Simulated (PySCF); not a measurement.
Molecule: C₂H₇N₂, SMILES C([CH]N)N, doublet. Atoms near the plane z = 0.0 Å, at the PBE0/def2-SVP optimised geometry (x, y, z in Å): N1 (-1.2, -1.1, -0.2), C2 (-0.8, -0.6, 1.0), N4 (1.2, 0.3, 0.0), H5 (-0.6, -0.8, -0.9), H6 (-2.2, -1.1, -0.4), H10 (0.9, 1.3, 0.0), H11 (2.2, 0.3, 0.0).

Level of theory: unrestricted PBE0/def2-TZVP in PySCF 2.14.0. Cells within 0.4 Å of a nucleus heavier than hydrogen are left out (blank, or x). The values are rescaled to run from 0 to 1.

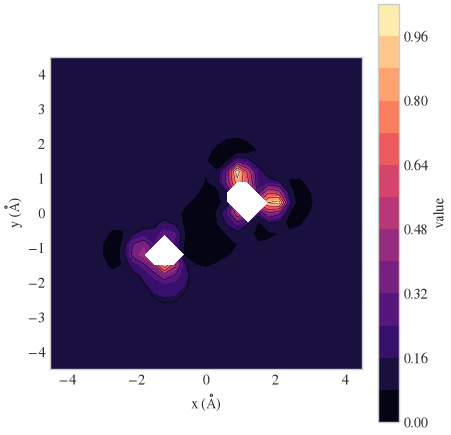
Figure. a field on the plane z = 0.0 Å.

Problem. Which quantity is mapped?
(A) log10 of the electron density
(B) deformation density (molecule minus spherical neutral atoms)
(C) spin density
(D) Laplacian of the electron density

Solution. B, deformation density (molecule minus spherical neutral atoms). In full: deformation density (molecule minus spherical neutral atoms) (e/bohr³).
